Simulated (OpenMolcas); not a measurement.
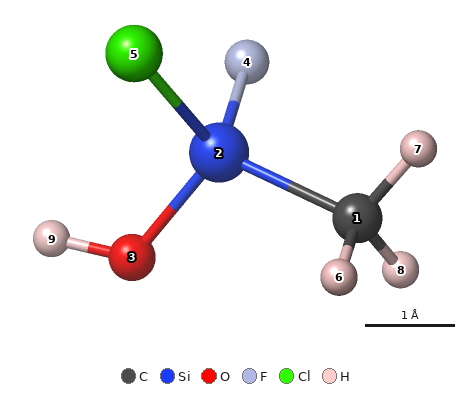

Figure 1. The structure (ball-and-stick view, seen at a tilt; atoms are numbered from 1 in the order of the input).

# CH₄ClFOSi: single-point calculation (part 1 of 3)

CH₄ClFOSi, SMILES C[Si](O)(F)Cl, computed with CASSCF/ANO-R1, sfX2C (OpenMolcas 26.06).

The geometry comes from this level: PBE0-D4/def2-TZVP.

The input
```
&GATEWAY
  COORD = coord.xyz
  BASIS = ANO-R0
  GROUP = NoSym

&SEWARD

&RASSCF
  FILEORB = $CurrDir/step1.LocOrb
  ALTER = 2
  1 24 29
  1 30 37
  SPIN = 1
  NACTEL = 2 0 0
  INACTIVE = 28
  RAS2 = 2
  ORBLISTING = Nothing
>>> COPY $Project.RunFile RUNFIL1
>>> COPY $Project.RasOrb INPORB

&GATEWAY
  COORD = coord.xyz
  BASIS = ANO-R1
  GROUP = NoSym
  RICD

&SEWARD
>>> COPY $Project.RunFile RUNFIL2

&EXPBAS

&RASSCF
  FILEORB = $Project.ExpOrb
  SPIN = 1
  NACTEL = 2 0 0
  INACTIVE = 28
  RAS2 = 2
  ORBLISTING = Nothing
  ORBAPPEAR = Compact
```

File coord.xyz
```
9

C     -1.142400    -0.178600     0.512200
Si     0.561300     0.218400    -0.038000
O      1.048100    -0.886600    -1.122500
F      1.553300     0.230300     1.206200
Cl     0.689400     2.097500    -0.845100
H     -1.833600    -0.141900    -0.331500
H     -1.476300     0.534700     1.267700
H     -1.171800    -1.182300     0.942400
H      1.860700    -0.738000    -1.608600
```

Hardware: 1 thread of Arm Neoverse V2, 24 GiB of memory available, shared host.

Command:
```bash
export MOLCAS_MEM=1860
pymolcas step2.inp > step2.log
```

What the program printed
```
--- Start Module: gateway ---

                                              &GATEWAY

                       available to each process: 1.9 GB of memory, 1 thread

++    Symmetry information:
      ---------------------

                    Character Table for C1

                             E
                    a        1  x, y, xy, Rz, z, xz, Ry, yz, Rx, I
--

++    Basis set information:
      ----------------------

      Basis set label: C.ANO-R...2S1P.

      Electronic valence basis set:
      ------------------
      Associated Effective Charge   6.000000 au
      Associated Actual Charge      6.000000 au
      Nuclear Model: Finite nucleus - Gaussian distribution
        Gaussian exponent, Xi/bohr**(-2):  6.80775E+08

      Shell  nPrim  nBasis  Cartesian Spherical Contaminant
         s      12       2        X
         p       7       1        X

      Basis set label: SI.ANO-R...3S2P.

      Electronic valence basis set:
      ------------------
      Associated Effective Charge  14.000000 au
      Associated Actual Charge     14.000000 au
      Nuclear Model: Finite nucleus - Gaussian distribution
        Gaussian exponent, Xi/bohr**(-2):  4.34677E+08

      Shell  nPrim  nBasis  Cartesian Spherical Contaminant
         s      16       3        X
         p      11       2        X

      Basis set label: O.ANO-R...2S1P.

      Electronic valence basis set:
      ------------------
      Associated Effective Charge   8.000000 au
      Associated Actual Charge      8.000000 au
      Nuclear Model: Finite nucleus - Gaussian distribution
        Gaussian exponent, Xi/bohr**(-2):  5.86314E+08

      Shell  nPrim  nBasis  Cartesian Spherical Contaminant
         s      13       2        X
         p       8       1        X

      Basis set label: F.ANO-R...2S1P.

      Electronic valence basis set:
      ------------------
      Associated Effective Charge   9.000000 au
      Associated Actual Charge      9.000000 au
      Nuclear Model: Finite nucleus - Gaussian distribution
        Gaussian exponent, Xi/bohr**(-2):  5.35469E+08

      Shell  nPrim  nBasis  Cartesian Spherical Contaminant
         s      13       2        X
         p       8       1        X

      Basis set label: CL.ANO-R...3S2P.

      Electronic valence basis set:
      ------------------
      Associated Effective Charge  17.000000 au
      Associated Actual Charge     17.000000 au
      Nuclear Model: Finite nucleus - Gaussian distribution
        Gaussian exponent, Xi/bohr**(-2):  3.84638E+08

      Shell  nPrim  nBasis  Cartesian Spherical Contaminant
         s      17       3        X
         p      11       2        X

      Basis set label: H.ANO-R...1S.

      Electronic valence basis set:
      ------------------
      Associated Effective Charge   1.000000 au
      Associated Actual Charge      1.000000 au
      Nuclear Model: Finite nucleus - Gaussian distribution
        Gaussian exponent, Xi/bohr**(-2):  2.12482E+09

      Shell  nPrim  nBasis  Cartesian Spherical Contaminant
         s       7       1        X
--

++    Molecular structure info:
      -------------------------

                    ************************************************
                    **** Cartesian Coordinates / bohr, angstrom ****
                    ************************************************

     Center  Label                x              y              z                     x              y              z
        1      C1              -2.158823      -0.337505       0.967918             -1.142400      -0.178600       0.512200
        2      SI2              1.060703       0.412716      -0.071810              0.561300       0.218400      -0.038000
        3      O3               1.980622      -1.675431      -2.121218              1.048100      -0.886600      -1.122500
        4      F4               2.935312       0.435204       2.279388              1.553300       0.230300       1.206200
        5      CL5              1.302777       3.963701      -1.597008              0.689400       2.097500      -0.845100
        6      H6              -3.465002      -0.268152      -0.626444             -1.833600      -0.141900      -0.331500
        7      H7              -2.789803       1.010437       2.395606             -1.476300       0.534700       1.267700
        8      H8              -2.214381      -2.234223       1.780878             -1.171800      -1.182300       0.942400
        9      H9               3.516213      -1.394618      -3.039813              1.860700      -0.738000      -1.608600

                    ***************************************
                    *    InterNuclear Distances / bohr    *
                    ***************************************

               1 C1            2 SI2           3 O3            4 F4            5 CL5           6 H6
    1 C1       0.000000
    2 SI2      3.465431        0.000000
    3 O3       5.335523        3.067032        0.000000
    4 F4       5.316695        3.007123        4.973081        0.000000
    5 CL5      6.087848        3.872250        5.703865        5.490164        0.000000
    6 H6       2.062257        4.610120        5.819759        7.064176        6.448433        0.000000
    7 H7       2.062371        4.612137        7.097361        5.755114        6.435211        3.350145
    8 H8       2.064347        4.600534        5.756444        5.821829        7.886366        3.350326
    9 H9       7.027477        4.255001        1.811275        5.655050        5.974325        7.471991

               7 H7            8 H8            9 H9
    7 H7       0.000000
    8 H8       3.352136        0.000000
    9 H9       8.665674        7.535497        0.000000

                    *******************************************
                    *    InterNuclear Distances / angstrom    *
                    *******************************************

               1 C1            2 SI2           3 O3            4 F4            5 CL5           6 H6
    1 C1       0.000000
    2 SI2      1.833827        0.000000
    3 O3       2.823437        1.623003        0.000000
    4 F4       2.813474        1.591301        2.631641        0.000000
    5 CL5      3.221550        2.049106        3.018355        2.905269        0.000000
    6 H6       1.091299        2.439571        3.079684        3.738201        3.412364        0.000000
    7 H7       1.091360        2.440638        3.755762        3.045475        3.405367        1.772820
    8 H8       1.092406        2.434498        3.046179        3.080779        4.173285        1.772916
    9 H9       3.718781        2.251650        0.958485        2.992524        3.161477        3.954007

               7 H7            8 H8            9 H9
    7 H7       0.000000
    8 H8       1.773874        0.000000
    9 H9       4.585677        3.987613        0.000000

                    **************************************
                    *    Valence Bond Angles / degree    *
                    **************************************
                          Atom centers                 Phi
                      6 H6       1 C1       7 H7       108.63
                      6 H6       1 C1       8 H8       108.56
                      7 H7       1 C1       8 H8       108.64
--

            Nuclear Potential Energy            314.04200796 au

--- Stop Module: gateway /rc=_RC_ALL_IS_WELL_ ---

--- Start Module: seward ---

                                              &SEWARD

                       available to each process: 1.9 GB of memory, 1 thread

               SEWARD will generate:
                  Multipole Moment integrals up to order  2
                  Kinetic Energy integrals
                  Nuclear Attraction integrals (finite nuclei - Gaussian type)
                  One-Electron Hamiltonian integrals
                  Velocity integrals
                  Relativistic X2C integrals
                  Orbital angular momentum around (  1.1563   1.0938  -0.3189 )
                  Velocity quadrupole around (  1.1563   1.0938  -0.3189 )
                  Atomic mean-field integrals
                  Two-Electron Repulsion integrals

                   Integrals are discarded if absolute value <: 1.00E-14
                   Integral cutoff threshold is set to       <: 1.00E-16

            Nuclear Potential Energy            314.04200796 au

      Basis set specifications :
      Symmetry species         a
      Basis functions           37

--- Stop Module: seward /rc=_RC_ALL_IS_WELL_ ---
--- Module seward spent 1 second ---

--- Start Module: rasscf ---

                                              &RASSCF

                       available to each process: 1.9 GB of memory, 1 thread

      Header of the ONEINT file:
      --------------------------

      OrdInt status: non-squared

      Cartesian coordinates in angstrom:
      -----------------------------------------------------
      No.  Label        X            Y            Z
      -----------------------------------------------------
       1   C1        -1.14240000  -0.17860000   0.51220000
       2   SI2        0.56130000   0.21840000  -0.03800000
       3   O3         1.04810000  -0.88660000  -1.12250000
       4   F4         1.55330000   0.23030000   1.20620000
       5   CL5        0.68940000   2.09750000  -0.84510000
       6   H6        -1.83360000  -0.14190000  -0.33150000
       7   H7        -1.47630000   0.53470000   1.26770000
       8   H8        -1.17180000  -1.18230000   0.94240000
       9   H9         1.86070000  -0.73800000  -1.60860000
      -----------------------------------------------------
      Nuclear repulsion energy =  314.04200796

++    Wave function specifications:
      -----------------------------

      Number of closed shell electrons          56
      Number of electrons in active shells       2
      Max number of holes in RAS1 space          0
      Max nr of electrons in RAS3 space          0
      Number of inactive orbitals               28
      Number of active orbitals                  2
      Number of secondary orbitals               7
      Spin quantum number                      0.0
      State symmetry                             1
--

++    Orbital specifications:
      -----------------------

      Symmetry species                           1
                                                 a
      Frozen orbitals                            0
      Inactive orbitals                         28
      Active orbitals                            2
      RAS1 orbitals                              0
      RAS2 orbitals                              2
      RAS3 orbitals                              0
      Secondary orbitals                         7
      Deleted orbitals                           0
      Number of basis functions                 37
--

++    CI expansion specifications:
      ----------------------------

      Number of CSFs                             3
      Number of spin combinations                3
      Number of determinants                     4
      Number of root(s) required                 1
      Root chosen for geometry opt.              1
      CI root used                               1

      highest root included in the CI            1
      max. size of the explicit Hamiltonian      3
--

++    Optimization specifications:
      ----------------------------

      RASSCF algorithm: Conventional
      Maximum number of macro iterations       200
      Maximum number of SX iterations          100
      Threshold for RASSCF energy            1.000E-08
      Threshold for max MO rotation          1.000E-01
      Threshold for max BLB element          1.000E-04
      Level shift parameter                  5.000E-01
      Make Quasi-Newton update
--

      The MO-coefficients are taken from the file:
      step1.LocOrb
      Title:Localised orbitals

      Total molecular charge    0.00

      Molecular orbitals exchanged:
        In symmetry  1 :  24  29
        In symmetry  1 :  30  37

      ************************************************************************************************************************
      *                                            Wave function control section                                             *
      ************************************************************************************************************************

                                         RASSCF iterations: Energy and convergence statistics
                                         ----------------------------------------------------
```
